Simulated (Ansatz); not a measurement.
# Liquid Al2O3 at 3000 K (130 atoms): repeated cells from small to large, part 2 of 2

Aim: repeat one cell of liquid Al2O3 at 3000 K (130 atoms) to ever larger supercells at Γ and follow error, time and memory.

Ansatz 0.2.0; Kohn-Sham DFT, r2SCAN, PAW (set soft_1), plane waves.

The cell: 52 Al and 78 O. The network of bonds at the start is that of the classical potential that made the cell.

So far. Step 6 (Support functions, 1040 atoms): The energy lies 3.19 meV/atom below the dense-mesh reference, and 3.2 meV/atom below plane waves of the same size, an offset between the two bases that leaves the sampling error alike. Step 7 (Truncated density matrix, 1040 atoms): The energy lies 3.19 meV/atom below the dense-mesh reference, and 3.2 meV/atom below plane waves of the same size, an offset between the two bases that leaves the sampling error alike.

### Step 8. Support functions, 3510 atoms

The repeated cell is solved at Γ in support functions.

This step: Kohn-Sham DFT, r2SCAN, PAW (set soft_1), localised support functions (medium) (Ansatz 0.2.0).

The input, input.yaml:

```yaml
crystal:
  lattice:
    - [11.6556, 0.0, 0.0]
    - [0.0, 11.6556, 0.0]
    - [0.0, 0.0, 11.6556]
  atoms:
    [... the 130 atom lines of step 2 ...]
  supercell: [3, 3, 3]
kpoints:
  mp_grid: { grid: [1, 1, 1] }
hamiltonian:
  xc: r2scan
  pseudopotentials: { kind: paw, azcp: { folder: soft_1 } }
scf:
  occupations: { method: gaussian, width: 0.05 }
  eigensolver: { kind: { support_functions: { accuracy: medium } } }
  mixing: { beta: 0.2 }
  max_iter: 150
output:
  forces: true
```

Command:

```sh
$ ansatz run input.yaml --threads 32 --pin off --max-ram 143360MiB --backend cuda --events-out ev --progress --plain --runs-dir out
```

Wall time 2.1 min (1 × NVIDIA GB200 with 32 threads of Arm Neoverse V2, shared host); peak memory 17 GiB; 3.7 min of CPU time.

That memory is the host's; the program planned up to 137 GiB on the GPU.

The program repeats the typed cell 3×3×3 times, 3510 atoms in all; totals in the log are those of the whole repeated cell, and force differences are taken after averaging over the copies of each atom.

It converged in 20 SCF cycles; the log is left out.

The energy lies 3.20 meV/atom below the dense-mesh reference.

### Step 9. Truncated density matrix, 3510 atoms

Cutting the density matrix at a range is meant to remove the step that grows fastest with size; it needs a cell with a gap.

This step: Kohn-Sham DFT, r2SCAN, PAW (set soft_1), localised support functions (medium), truncated density matrix (Ansatz 0.2.0).

input.yaml, the sections that differ from step 8:

```yaml
scf:
  occupations: { method: gaussian, width: 0.05 }
  eigensolver:
    kind:
      support_functions: { accuracy: medium, density_matrix: { truncated: {} } }
    mixed_precision: true
  mixing: { beta: 0.2 }
  max_iter: 150
# crystal, kpoints, hamiltonian, output: as in step 8
```

Log:

```text
[...]
GPU FFT provider: cuFFT
GPU libraries: cuBLAS 13.8.1, cuFFT 12.4.0, cuSOLVER 12.3.2
[...]
Crystal: 3510 atoms, lattice volume = 42753.106 Å³
Basis set: ecut = 500 eV, 1085047 PW (Γ), exchange–correlation on 900×900×900 points (27 copies of the dense FFT grid, shifted against one another)
Bands: 8647, of which v1, the nominal top of the filled ones, is band 8424 counted from 1 (8423 counted from 0)
Symmetry: 1 space group operations
k-points: 1
[...]
GPU buffer pool allocated for 27000000 grid points (all kernels)
[...]
SCF iter   1: F=—  HF=-1959684.748590 eV  |F-HF|=—  |Δ(HF+E_count)|=         —  Δρ=1.42e-1  dr2=8.89e3  dr2_τ=8.52e2  ethr=1.00e-1
[...]
SCF iter  24: F=—  HF=-1959591.288813 eV  |F-HF|=—  |Δ(HF+E_count)|=   3.29e-5  Δρ=3.07e-6  dr2=1.22e-5  dr2_τ=7.23e-8  ethr=1.84e-10  κ⁻¹=3.0e-5(r=7)
SCF iter  25: F=-1959591.288737 eV  HF=-1959591.288739 eV  |F-HF|=2.16e-6  |Δ(HF+E_count)|=   7.33e-5  Δρ=2.75e-6  dr2=5.96e-6  dr2_τ=1.67e-8  ethr=7.27e-11
WARN: states of the grid below an occupied one that the support functions miss were sought only among those that the levels near the highest filled one couple to: one that couples little to each, as a local one in a large cell, is not found (with such a state the run ended in a higher one, [...]
SCF 1 converged in 25 iterations: F = -1959591.452417 eV  dr2 = 5.96e-6
[...]
SCF converged after 25 iterations
[...]
Free energy (F): -1959591.452417 eV
[...]
Internal energy: -1959591.452417 eV  (E = F + TS)
E sigma→0 (E₀):  -1959591.452417 eV
Entropy (-TS):   -0.000000 eV (-0.000 meV/atom)
Fermi energy:    5.726615 eV
[...]
Σ components = -1959591.452417   (vs F -1959591.452417, Δ=0.00e0)
--- Forces (eV/Å), atoms counted from 1 ---
  atom   1  Al     2.01856566     2.61897035    -2.69342096
  atom   2  Al    -3.02462405     3.41601934    -3.03822909
  atom   3  Al    -1.00233418     2.97419891    -3.54850560
  atom   4  Al    -1.51289564     1.86098482     1.53971778
  atom   5  Al    -1.54190384     5.19780670     4.08542049
  atom   6  Al     0.80763001    -0.48272310     0.53626010
  [... forces on the other 3504 atoms ...]
  max |Σ_I F_I| component: 3.21e-2 eV/Å
```

It took 2 min on 1 × NVIDIA GB200 with 32 threads; peak memory 17 GiB; 3.7 min of CPU time.

That memory is the host's; the program planned up to 133 GiB on the GPU.

The program repeats the typed cell 3×3×3 times, 3510 atoms in all; totals in the log are those of the whole repeated cell, and force differences are taken after averaging over the copies of each atom.

The energy lies 3.20 meV/atom below the dense-mesh reference.

### Step 10. All sizes together

Differences are against the typed cell on a 2×2×2 mesh, which samples like Γ on 1040 atoms (r.m.s. force component 2.86 eV/Å, gap 0.383 eV). Every repeated cell is solved at Γ, and forces are averaged over the copies of each atom. Hardware: 1 × NVIDIA GB200 with 32 threads of Arm Neoverse V2, shared host.

| atoms | repeats | basis | Δ force, r.m.s. (meV/Å) | Δ energy (meV/atom) | less plane waves of the same size (meV/atom) | gap (eV) | spread among copies (meV/Å) | SCF cycles | time | host memory (GiB) | planned on the GPU (GiB) |
| --- | --- | --- | --- | --- | --- | --- | --- | --- | --- | --- | --- |
| 130 | 1×1×1 | plane waves | 6.59 | 1.19 | - | 0.416 | - | 14 | 2.3 s | 1.3 | 5.5 |
| 130 | 1×1×1 | support functions | 6.96 | -2.02 | -3.2 | 0.415 | - | 14 | 5 s | 1.5 | 8.1 |
| 1040 | 2×2×2 | plane waves | 0.014 | 0 | - | 0.383 | 0 | 16 | 30 s | 3.9 | 116 |
| 1040 | 2×2×2 | support functions | 1.63 | -3.19 | -3.2 | 0.382 | 0.035 | 18 | 27 s | 5.7 | 40 |
| 1040 | 2×2×2 | truncated density matrix | 1.62 | -3.19 | -3.2 | - | 0.025 | 24 | 32 s | 5.6 | 36 |
| 3510 | 3×3×3 | support functions | 1.66 | -3.20 | - | 0.382 | 0.035 | 20 | 2.1 min | 17 | 137 |
| 3510 | 3×3×3 | truncated density matrix | 1.65 | -3.20 | - | - | 0.025 | 25 | 2 min | 17 | 133 |

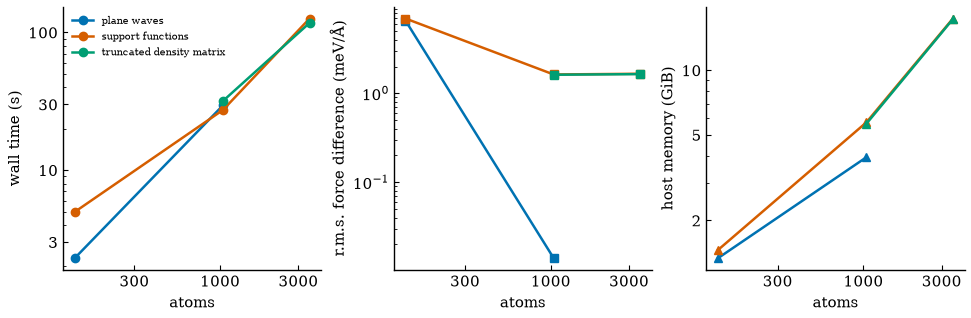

Time, error and memory against the number of atoms.

### Step 11. What the reference run shows

With the settings judged, the reference run is read for its physics.

Neighbours are counted within 2.38 Å (O-Al).

Length of the force by element and coordination:

| element | coordination | atoms | mean length of the force (eV/Å) | spread | least | most |
| --- | --- | --- | --- | --- | --- | --- |
| Al | all | 52 | 4.74 | 2.69 | 1.06 | 12.1 |
| Al | 2 | 1 | 4.27 | 0 | 4.27 | 4.27 |
| Al | 3 | 6 | 6.07 | 3.40 | 1.77 | 12.1 |
| Al | 4 | 35 | 4.83 | 2.63 | 1.08 | 10.7 |
| Al | 5 | 9 | 3.61 | 2.13 | 1.06 | 8.33 |
| Al | 6 | 1 | 4.47 | 0 | 4.47 | 4.47 |
| O | all | 78 | 3.81 | 2.55 | 0.731 | 13.5 |
| O | 2 | 26 | 4.25 | 2.60 | 1.57 | 10.4 |
| O | 3 | 49 | 3.64 | 2.55 | 0.731 | 13.5 |
| O | 4 | 3 | 2.79 | 1.18 | 1.26 | 4.13 |

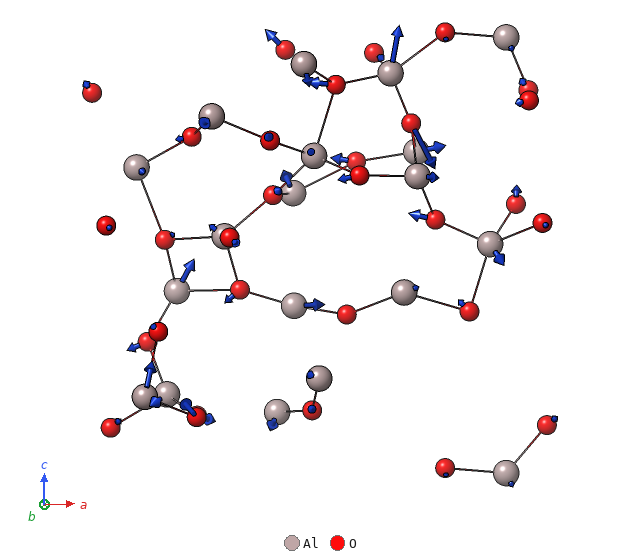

Forces as arrows; the longest in the cell is 13.5 eV/Å. Drawn is a slice 4 Å thick, seen along the normal of the ac plane. Bonds to atoms that aren't drawn are left out.

Intrinsic-atomic-orbital charges by element and coordination:

| element | coordination | atoms | mean charge (e) | spread | least | most |
| --- | --- | --- | --- | --- | --- | --- |
| Al | all | 52 | 1.39 | 0.0475 | 1.32 | 1.52 |
| Al | 2 | 1 | 1.36 | 0 | 1.36 | 1.36 |
| Al | 3 | 6 | 1.46 | 0.0434 | 1.38 | 1.52 |
| Al | 4 | 35 | 1.39 | 0.037 | 1.32 | 1.49 |
| Al | 5 | 9 | 1.35 | 0.0328 | 1.32 | 1.43 |
| Al | 6 | 1 | 1.39 | 0 | 1.39 | 1.39 |
| O | all | 78 | -0.928 | 0.0317 | -1.01 | -0.817 |
| O | 2 | 26 | -0.934 | 0.0323 | -1.01 | -0.878 |
| O | 3 | 49 | -0.928 | 0.0271 | -1 | -0.866 |
| O | 4 | 3 | -0.873 | 0.0413 | -0.915 | -0.817 |

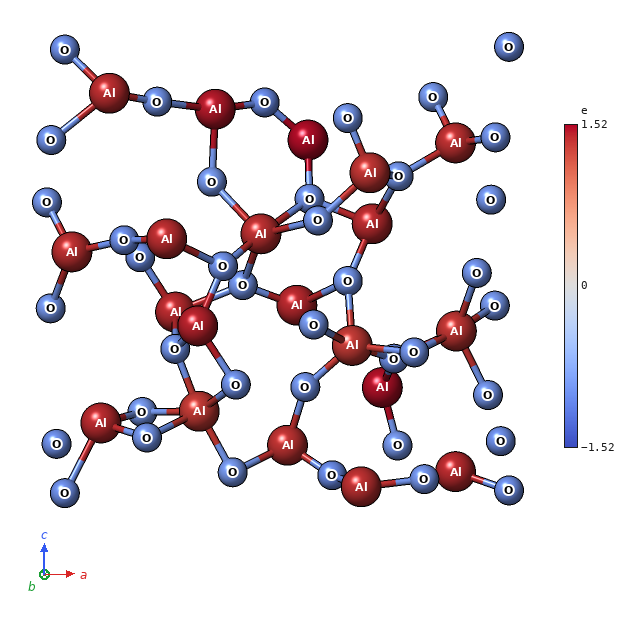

Atoms coloured by intrinsic-atomic-orbital charge. Drawn is a slice 4 Å thick, seen along the normal of the ac plane. Bonds to atoms that aren't drawn are left out.

Density of states as counts of states in windows of 1 eV (from the Fermi level), total and some projections:

| from (eV) | to (eV) | total | O p | Al p | Al s |
| --- | --- | --- | --- | --- | --- |
| -14 | -11 | 0.0 | 0.0 | 0.0 | 0.0 |
| -11 | -10 | 0.3 | 0.2 | 0.0 | 0.0 |
| -10 | -9 | 14.8 | 11.4 | 1.2 | 1.9 |
| -9 | -8 | 33.5 | 25.9 | 2.9 | 3.9 |
| -8 | -7 | 49.6 | 39.4 | 5.6 | 3.4 |
| -7 | -6 | 60.0 | 49.3 | 6.7 | 2.4 |
| -6 | -5 | 73.6 | 63.2 | 7.0 | 1.7 |
| -5 | -4 | 75.2 | 67.1 | 5.1 | 1.1 |
| -4 | -3 | 68.7 | 62.9 | 3.5 | 0.7 |
| -3 | -2 | 57.5 | 53.6 | 2.1 | 0.4 |
| -2 | -1 | 26.4 | 24.7 | 0.9 | 0.2 |
| -1 | 0 | 8.3 | 7.7 | 0.3 | 0.1 |
| 0 | 1 | 3.4 | 0.8 | 0.8 | 1.3 |
| 1 | 2 | 4.9 | 0.9 | 1.7 | 1.4 |
| 2 | 3 | 11.7 | 2.2 | 4.8 | 3.0 |
| 3 | 4 | 19.6 | 3.3 | 9.2 | 4.1 |
| 4 | 5 | 22.7 | 3.6 | 10.4 | 4.8 |

Between -24 and -14 eV lie 156 more states.

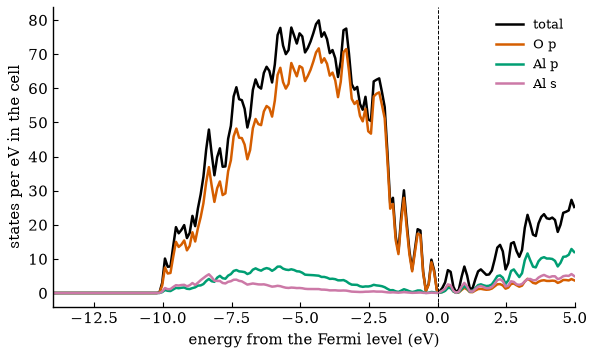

Total and projected density of states, with the broadening of the input.

Not all projections were asked for or kept, so they needn't add up to the total.

The levels nearest the highest filled one (over half full), pooled over k-points and spins:

| level less the highest filled one (eV) | occupation |
| --- | --- |
| -0.0054 | 2 |
| -0.0051 | 2 |
| -0.0015 | 2 |
| -2.0e-4 | 2 |
| -1.0e-4 | 2 |
| 0 | 2 |
| 0.383 | 0 |
| 0.533 | 0 |
| 0.558 | 0 |
| 0.578 | 0 |
| 0.629 | 0 |
| 0.638 | 0 |

Mean intrinsic-atomic-orbital charges: Al +1.39, O -0.93 e. Just under the Fermi level the largest share is O p (94 % of the projected weight), just over it Al s (41 % of the projected weight).

### Step 12. Results

```yaml
free_energy_per_atom: -558.2850 eV/atom
pressure: 2.848 GPa
r_m_s_force_component: 2.858 eV/Å
spacing_of_highest_filled_and_lowest_empty_level: 0.3826 eV
wall_time_of_the_8_dft_runs: 5.8 min
```

**Reading.** Repeating the cell at Γ samples more k-points: in plane waves the energy difference from the dense mesh goes from 1.19 meV/atom at 130 atoms to 0 at 1040, and the force difference from 6.6 to 0.014 meV/Å; the gap goes from 0.416 to 0.383 eV. With plane waves, the time grows as the 1.2 power of the atom count between the two largest sizes, 130 and 1040 atoms. The smaller run is short enough for fixed overheads to flatten this slope. With support functions, the time grows as the 1.3 power of the atom count between the two largest sizes, 1040 and 3510 atoms. With the truncated density matrix, the time grows as the 1.1 power of the atom count between the two largest sizes, 1040 and 3510 atoms. At 3510 atoms truncation (run in mixed precision) changes the energy by +0.0027 meV/atom and takes 0.93 times the time of the full density matrix. At equal size the support functions lie 3.2 meV/atom below plane waves, likely because their grid holds more waves than 500 eV; no run tests this. Support functions take 2.2 times the time of plane waves at 130 atoms and 0.93 times at 1040, so the crossover lies within the series.

Between filled and empty levels lie 0.383 eV (on the run's k-points); a semilocal functional tends to put such gaps too low. In a disordered cell it changes from sample to sample and from frame to frame.

Caveats: The force components of 2.9 eV/Å r.m.s. come partly from thermal motion and partly from the difference between the classical potential and DFT. The stress is far from hydrostatic: its diagonal is 5.4, 0.7, 2.5 GPa, compression counted positive. The pressure of 2.8 GPa is that of one thermal frame, in which the classical model's bond lengths enter as well as the volume, without the kinetic term.

[Logs are printed without paths, hosts, clocks, repeated set-up lines and the standing remarks that a program may print on its own settings, such as how far it seeks lower states.]

[Hosts, paths, dates, database ids (printed as entryN), source tags and the programs' standing remarks are cut or masked in the printed files.]
